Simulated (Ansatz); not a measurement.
Ligand exchange: C3H5FSn + C4H4F2 → C3H6Sn + C4H3F3

Species: C3H5FSn `C#[C][SnH]([CH3])[F]`, singlet; C4H4F2 `FC1=CCC1F`, singlet; C3H6Sn `C#[C][SnH2][CH3]`, singlet; C4H3F3 `FC1=CC(F)C1F`, singlet. The partners trade F for H: Sn–F and C–H bonds give way to Sn–H and C–F.

Shapes, held fixed at every level: PBE0-D4/def2-TZVP. Programs: Ansatz 0.2.0. The zero-point and thermal change to 298 K, harmonic and unscaled (PBE0-D4/def2-TZVP), is -8.2 kJ/mol.

```
              level                    kind  ΔH(298 K) (kJ/mol)  less CCSD(T)/def2-TZVPP
      HF/def2-TZVPP            Hartree–Fock              +118.3                     -0.3
   SPW92/def2-TZVPP                     LDA              +100.1                    -18.5
BHLYP-D4/def2-TZVPP           global hybrid              +120.7                     +2.1
 PBE0-D4/def2-TZVPP           global hybrid              +114.9                     -3.7
 wB97X-V/def2-TZVPP  range-separated hybrid              +118.5                     -0.1
       MP2/def2-SVP     perturbation theory              +122.3                     +3.7
     MP2/def2-TZVPP     perturbation theory              +127.1                     +8.5
 CCSD(T)/def2-TZVPP   coupled cluster or CI              +118.6                      0.0
```

The highest level, CCSD(T)/def2-TZVPP, gives ΔH(298 K) = +118.6 kJ/mol; the levels span +100.1 to +127.1. The column of differences is taken from that level and isn't an error. No measured value is set beside it here. For atoms past krypton def2 sets carry core potentials with scalar relativity. Outer-core shells of Sn are correlated, in sets that cover them unevenly.

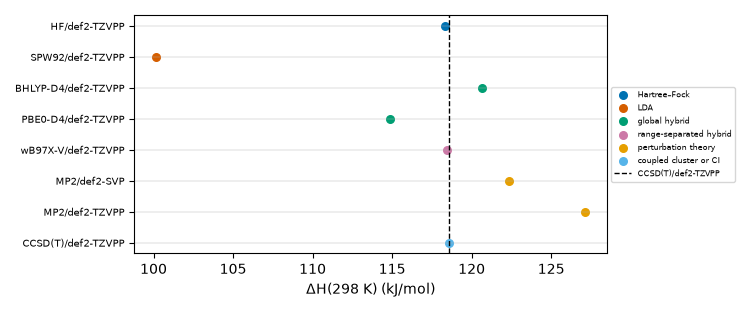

The values of the table, level by level.
